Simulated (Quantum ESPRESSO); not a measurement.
# La2Fe2Se2O3: which magnetic order is lowest, part 2 of 3

Wanted: the moments of La2Fe2Se2O3 and the energy of each order that was tried.

Quantum ESPRESSO 7.5; PBEsol with U = 4.5 eV on Fe d (ortho-atomic projectors); plane waves with GBRV 1.5 PBEsol potentials, no spin-orbit coupling.

So far, absolute magnetization (μB): step 2 (run 1 (ferro ++)) 8.04.

**3. Run 2, typed as antiferro +−**

pw.in reads:

```
&CONTROL
  calculation = 'scf'
  prefix = 'pwscf'
  outdir = './tmp'
  pseudo_dir = './pseudo'
  disk_io = 'nowf'
/
&SYSTEM
  ibrav = 0
  celldm(1) = 8
  nat = 9
  ntyp = 5
  ecutwfc = 40
  ecutrho = 280
  nbnd = 55
  occupations = 'smearing'
  smearing = 'fd'
  degauss = 0.00367493
  nspin = 2
  starting_magnetization(1) = 0
  starting_magnetization(2) = 0.25
  starting_magnetization(3) = -0.25
  starting_magnetization(4) = 0
  starting_magnetization(5) = 0
/
&ELECTRONS
  conv_thr = 1.8d-08
  electron_maxstep = 150
  mixing_beta = 0.3
/
ATOMIC_SPECIES
La    138.9055 la_pbesol_v1.uspp.F.UPF
Fe1    55.8450 fe_pbesol_v1.5.uspp.F.UPF
Fe2    55.8450 fe_pbesol_v1.5.uspp.F.UPF
Se     78.9710 se_pbesol_v1.uspp.F.UPF
O      15.9990 o_pbesol_v1.2.uspp.F.UPF
CELL_PARAMETERS alat
  -0.4867992383363    0.4868027816909    2.2415679752646
   0.4867992383363   -0.4868027816909    2.2415679752646
   0.4867992383363    0.4868027816909   -2.2415679752646
ATOMIC_POSITIONS crystal
La      0.3136675000    0.3136675000    0.0000000000
La      0.6863325000    0.6863325000    0.0000000000
Fe1     0.0000000000    0.5000000000    0.5000000000
Fe2     0.5000000000    0.0000000000    0.5000000000
Se      0.9021490000    0.9021490000    0.0000000000
Se      0.0978510000    0.0978510000    0.0000000000
O       0.5000000000    0.5000000000    0.0000000000
O       0.2500010000    0.7500010000    0.5000000000
O       0.7499990000    0.2499990000    0.5000000000
K_POINTS automatic
6 6 6 0 0 0
HUBBARD {ortho-atomic}
U Fe1-3d 4.5000
U Fe2-3d 4.5000
```

Started as:

```sh
OMP_NUM_THREADS=1 mpirun -n 4 pw.x -nk 4 -in pw.in > pw.out
```

Output:

```text
[banner, memory and clock lines left out]
Program PWSCF v.7.5 starts

     Message from routine setup:
     using ibrav=0 with symmetry is DISCOURAGED, use correct ibrav instead

     bravais-lattice index     =            0
     lattice parameter (alat)  =       8.0000  a.u.
     unit-cell volume          =    1087.8896 (a.u.)^3
     number of atoms/cell      =            9
     number of atomic types    =            5
     number of electrons       =        84.00
     number of Kohn-Sham states=           55
     kinetic-energy cutoff     =      40.0000  Ry
     charge density cutoff     =     280.0000  Ry
     scf convergence threshold =      1.8E-08
     mixing beta               =       0.3000
     number of iterations used =            8  plain     mixing
     Exchange-correlation= SLA  PW   PSX  PSC
                           (   1   4  10   8   0   0   0)
     Hubbard projectors: ortho-atomic
     Hubbard parameters of DFT+U (Dudarev formulation) in eV:
     U(Fe1-3d) =  4.5000
     U(Fe2-3d) =  4.5000

     Internal variables: lda_plus_u =T, lda_plus_u_kind = 0

     Internal variables: orbital_resolved =F, hub_pot_fix =F, apply_U = F

     celldm(1)=   8.000000  celldm(2)=   0.000000  celldm(3)=   0.000000
     celldm(4)=   0.000000  celldm(5)=   0.000000  celldm(6)=   0.000000

     crystal axes: (cart. coord. in units of alat)
               a(1) = (  -0.486799   0.486803   2.241568 )
               a(2) = (   0.486799  -0.486803   2.241568 )
               a(3) = (   0.486799   0.486803  -2.241568 )

     reciprocal axes: (cart. coord. in units 2 pi/alat)
               b(1) = (  0.000000  1.027110  0.223058 )
               b(2) = (  1.027117  0.000000  0.223058 )
               b(3) = (  1.027117  1.027110  0.000000 )

     PseudoPot. # 1 for La read from file:
     la_pbesol_v1.uspp.F.UPF
     Pseudo is Ultrasoft + core correction, Zval = 11.0

     PseudoPot. # 2 for Fe read from file:
     fe_pbesol_v1.5.uspp.F.UPF
     Pseudo is Ultrasoft + core correction, Zval = 16.0

     PseudoPot. # 3 for Fe read from file:
     fe_pbesol_v1.5.uspp.F.UPF
     Pseudo is Ultrasoft + core correction, Zval = 16.0

     PseudoPot. # 4 for Se read from file:
     se_pbesol_v1.uspp.F.UPF
     Pseudo is Ultrasoft + core correction, Zval =  6.0

     PseudoPot. # 5 for O  read from file:
     o_pbesol_v1.2.uspp.F.UPF
     Pseudo is Ultrasoft + core correction, Zval =  6.0

     atomic species   valence    mass     pseudopotential
     La               11.00   138.90550     La( 1.00)
     Fe1              16.00    55.84500     Fe( 1.00)
     Fe2              16.00    55.84500     Fe( 1.00)
     Se                6.00    78.97100     Se( 1.00)
     O                 6.00    15.99900     O ( 1.00)

     Starting magnetic structure
     atomic species   magnetization
     La              0.000
     Fe1             0.250
     Fe2            -0.250
     Se              0.000
     O               0.000

      8 Sym. Ops., with inversion, found

   Cartesian axes

     site n.     atom                  positions (alat units)
         1        La     tau(   1) = (   0.0000000  -0.0000000   1.4062140  )
         2        La     tau(   2) = (   0.0000000  -0.0000000   3.0769219  )
         3        Fe1    tau(   3) = (   0.4867992   0.0000000   0.0000000  )
         4        Fe2    tau(   4) = (   0.0000000   0.4868028   0.0000000  )
         5        Se     tau(   5) = (   0.0000000  -0.0000000   4.0444566  )
         6        Se     tau(   6) = (   0.0000000   0.0000000   0.4386793  )
         7        O      tau(   7) = (   0.0000000   0.0000000   2.2415680  )
         8        O      tau(   8) = (   0.4867992  -0.0000000   1.1207885  )
         9        O      tau(   9) = (   0.0000000   0.4868028   1.1207795  )

     number of k points=    46  Fermi-Dirac smearing, width (Ry)=  0.0037
                       cart. coord. in units 2pi/alat
        k(    1) = (   0.0000000   0.0000000   0.0000000), wk =   0.0046296
        k(    2) = (   0.1711862   0.1711850   0.0000000), wk =   0.0185185
        k(    3) = (   0.3423725   0.3423700   0.0000000), wk =   0.0185185
        k(    4) = (  -0.5135587  -0.5135550   0.0000000), wk =   0.0092593
        k(    5) = (   0.1711862   0.0000000   0.0371764), wk =   0.0185185
        [... 41 further k-points ...]

     Dense  grid:    86063 G-vectors     FFT dimensions: ( 100, 100, 100)

     Smooth grid:    37233 G-vectors     FFT dimensions: (  75,  75,  75)

     Check: negative core charge=   -0.000014
     Generating pointlists ...
     new r_m :   0.2328 (alat units)  1.8622 (a.u.) for type    1
     new r_m :   0.2008 (alat units)  1.6064 (a.u.) for type    2
     new r_m :   0.2008 (alat units)  1.6064 (a.u.) for type    3
     new r_m :   0.2703 (alat units)  2.1625 (a.u.) for type    4
     new r_m :   0.2008 (alat units)  1.6064 (a.u.) for type    5

     Initial potential from superposition of free atoms

     starting charge      81.9411, renormalised to      84.0000

     negative rho (up, down):  7.774E-02 7.774E-02

     STARTING HUBBARD OCCUPATIONS:

     =================== HUBBARD OCCUPATIONS ===================
     ------------------------ ATOM    3 ------------------------
     Tr[ns(  3)] (up, down, total) =   5.00000  0.00000  5.00000
     Atomic magnetic moment for atom   3 =   5.00000
     [... lines left out ...]
     ------------------------ ATOM    4 ------------------------
     Tr[ns(  4)] (up, down, total) =   0.00000  5.00000  5.00000
     Atomic magnetic moment for atom   4 =  -5.00000
     [... lines left out ...]
     Number of occupied Hubbard levels =   10.0000

     Atomic wfc used for Hubbard projectors are orthogonalized

     Starting wfcs are   86 randomized atomic wfcs

     Self-consistent Calculation

     iteration #  1     ecut=    40.00 Ry     beta= 0.30
     Davidson diagonalization with overlap
     ethr =  1.00E-02,  avg # of iterations =  4.6

     =================== HUBBARD OCCUPATIONS ===================
     ------------------------ ATOM    3 ------------------------
     Tr[ns(  3)] (up, down, total) =   4.96349  4.17933  9.14283
     Atomic magnetic moment for atom   3 =   0.78416
     [... lines left out ...]
     ------------------------ ATOM    4 ------------------------
     Tr[ns(  4)] (up, down, total) =   4.17925  4.96345  9.14270
     Atomic magnetic moment for atom   4 =  -0.78420
     [... lines left out ...]
     Number of occupied Hubbard levels =   18.2855

     negative rho (up, down):  7.594E-02 7.594E-02

     total energy              =    -867.48989568 Ry
     estimated scf accuracy    <      48.34118314 Ry

     total magnetization       =    -0.00 Bohr mag/cell
     absolute magnetization    =     2.25 Bohr mag/cell

     iteration #  2     ecut=    40.00 Ry     beta= 0.30
     Davidson diagonalization with overlap
     ethr =  1.00E-02,  avg # of iterations =  7.4

     negative rho (up, down):  3.640E-07 4.518E-07

     total energy              =    -860.49041444 Ry
     estimated scf accuracy    <     664.76867190 Ry

     total magnetization       =     0.01 Bohr mag/cell
     absolute magnetization    =     0.16 Bohr mag/cell

     [... further iterations left out ...]

     iteration # 21     ecut=    40.00 Ry     beta= 0.30
     Davidson diagonalization with overlap
     c_bands:  1 eigenvalues not converged
     ethr =  6.31E-11,  avg # of iterations =  5.1

     negative rho (up, down):  5.514E-02 5.513E-02

     total energy              =    -888.72384330 Ry
     estimated scf accuracy    <       0.00000002 Ry

     total magnetization       =    -0.00 Bohr mag/cell
     absolute magnetization    =     7.60 Bohr mag/cell

     iteration # 22     ecut=    40.00 Ry     beta= 0.30
     Davidson diagonalization with overlap
     c_bands:  2 eigenvalues not converged
     ethr =  2.75E-11,  avg # of iterations =  3.2

     negative rho (up, down):  5.513E-02 5.513E-02

     Magnetic moment per site  (integrated on atomic sphere of radius R)
     atom   1 (R=0.233)  charge=  6.2468  magn= -0.0000
     atom   2 (R=0.233)  charge=  6.2468  magn= -0.0000
     atom   3 (R=0.201)  charge= 13.3103  magn=  3.3496
     atom   4 (R=0.201)  charge= 13.3102  magn= -3.3496
     atom   5 (R=0.270)  charge=  4.4809  magn=  0.0000
     atom   6 (R=0.270)  charge=  4.4809  magn=  0.0000
     atom   7 (R=0.201)  charge=  5.6073  magn=  0.0000
     atom   8 (R=0.201)  charge=  5.6086  magn=  0.0000
     atom   9 (R=0.201)  charge=  5.6086  magn=  0.0000

     End of self-consistent calculation

     =================== HUBBARD OCCUPATIONS ===================
     ------------------------ ATOM    3 ------------------------
     Tr[ns(  3)] (up, down, total) =   4.91871  1.24174  6.16045
     Atomic magnetic moment for atom   3 =   3.67697
     [... lines left out ...]
     ------------------------ ATOM    4 ------------------------
     Tr[ns(  4)] (up, down, total) =   1.24173  4.91871  6.16044
     Atomic magnetic moment for atom   4 =  -3.67698
     [... lines left out ...]
     Number of occupied Hubbard levels =   12.3209

     [... lines left out ...]
     the Fermi energy is    10.7105 ev

!    total energy              =    -888.72384332 Ry
     estimated scf accuracy    <       0.00000001 Ry
     smearing contrib. (-TS)   =      -0.00000000 Ry
     internal energy E=F+TS    =    -888.72384332 Ry

     The total energy is F=E-TS. E is the sum of the following terms:
     one-electron contribution =    -514.31302049 Ry
     hartree contribution      =     298.46268997 Ry
     xc contribution           =    -236.48992914 Ry
     ewald contribution        =    -436.51488864 Ry
     Hubbard energy            =       0.13130498 Ry

     total magnetization       =     0.00 Bohr mag/cell
     absolute magnetization    =     7.60 Bohr mag/cell

     convergence has been achieved in  22 iterations
```

It took 16 min on 4 MPI ranks of Arm Neoverse V2, shared host; peak memory 2.1 GiB.

Spin moment in the atom's sphere by atom:

```tsv
atom	spin moment in the atom's sphere (μB)
La1	0.00
La2	0.00
Fe3	3.35
Fe4	-3.35
Se5	0.00
Se6	0.00
O7	0.00
O8	0.00
O9	0.00
```

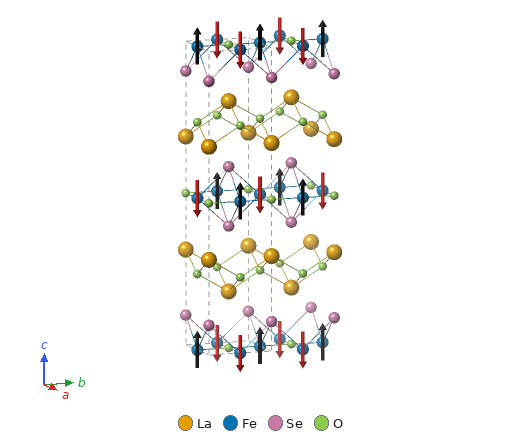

Spin moment in the atom's sphere as arrows, the longest 3.35 μB. Up and down stand for the sign. Arrows give size and sign along the axis of quantisation, drawn up and down the page. The two directions have two colours. 1×2×1 conventional cells are drawn. Some periodic images of atoms are drawn too.

This step gave:

| Item | Value |
| --- | --- |
| smearing term TS | 2.04e-11 eV |
| magnetization | 0 μB |
| absolute magnetization | 7.595 μB |
| final state | antiferromagnetic |

**4. The states side by side**

An order is kept where moments of 0.15 μB or more survive with the typed signs; meshes match where a doubled cell samples the same k points as the first cell.

Orders:

```tsv
start	final state	typed order kept	energy over the lowest (meV a seeded atom)	largest site moment (μB)	net moment (μB a cell of the first run)	mesh matched	CPU time (s)
ferro ++	ferromagnetic	yes	48.24	3.374	8	yes	4140
antiferro +-	antiferromagnetic	yes	0	3.35	0	yes	3741
```

**5. The lowest state again, with its states saved**

pw.in: that of step 3 with these lines changed.

```diff
@@ -5,3 +5,3 @@
   pseudo_dir = './pseudo'
-  disk_io = 'nowf'
+  disk_io = 'low'
 /
@@ -14,3 +14,3 @@
   ecutrho = 280
-  nbnd = 55
+  nbnd = 59
   occupations = 'smearing'
```

Output:

```text
     [... lines left out ...]
Program PWSCF v.7.5 starts
     [... lines left out ...]
     number of atoms/cell      =            9
     [... lines left out ...]
     number of electrons       =        84.00
     number of Kohn-Sham states=           59
     kinetic-energy cutoff     =      40.0000  Ry
     charge density cutoff     =     280.0000  Ry
     scf convergence threshold =      1.8E-08
     [... lines left out ...]
      8 Sym. Ops., with inversion, found
     [... lines left out ...]
     number of k points=    46  Fermi-Dirac smearing, width (Ry)=  0.0037
     [... lines left out ...]
     iteration # 23     ecut=    40.00 Ry     beta= 0.30
     [... lines left out ...]
     Magnetic moment per site  (integrated on atomic sphere of radius R)
     atom   1 (R=0.233)  charge=  6.2467  magn= -0.0000
     atom   2 (R=0.233)  charge=  6.2467  magn= -0.0000
     atom   3 (R=0.201)  charge= 13.3103  magn=  3.3496
     atom   4 (R=0.201)  charge= 13.3102  magn= -3.3496
     atom   5 (R=0.270)  charge=  4.4809  magn=  0.0000
     atom   6 (R=0.270)  charge=  4.4809  magn=  0.0000
     atom   7 (R=0.201)  charge=  5.6073  magn=  0.0000
     atom   8 (R=0.201)  charge=  5.6087  magn=  0.0000
     atom   9 (R=0.201)  charge=  5.6087  magn=  0.0000
     [... lines left out ...]
     Tr[ns(  3)] (up, down, total) =   4.91871  1.24174  6.16045
     [... lines left out ...]
     Tr[ns(  4)] (up, down, total) =   1.24173  4.91871  6.16044
     [... lines left out ...]
     the Fermi energy is    10.9249 ev
!    total energy              =    -888.72384332 Ry
     estimated scf accuracy    <       0.00000001 Ry
     smearing contrib. (-TS)   =      -0.00000000 Ry
     [... lines left out ...]
     total magnetization       =     0.00 Bohr mag/cell
     absolute magnetization    =     7.60 Bohr mag/cell
     convergence has been achieved in  23 iterations
```

Run time: 17 min. Hardware: 4 MPI ranks; peak memory 2.1 GiB; 69 min of CPU time.

This step gave:

```yaml
smearing_term_ts: 1.26e-11 eV
magnetization: 0 μB
absolute_magnetization: 7.595 μB
final_state: antiferromagnetic
largest_moment: 3.350 μB
```

(Continued in part 3 of 3.)

[Logs and program files are shortened in this print: banners, set-up blocks, solver, clock and traceback lines can be left out without a mark of their own.]

[Logs are printed without paths, hosts, clocks, repeated set-up lines and the standing remarks that a program may print on its own settings, such as how far it seeks lower states.]

[Hosts, paths, dates, database ids (printed as entryN), source tags and the programs' standing remarks are cut or masked in the printed files.]

[Where a cell is said to come from a database of computed structures, the database is the Materials Project.]
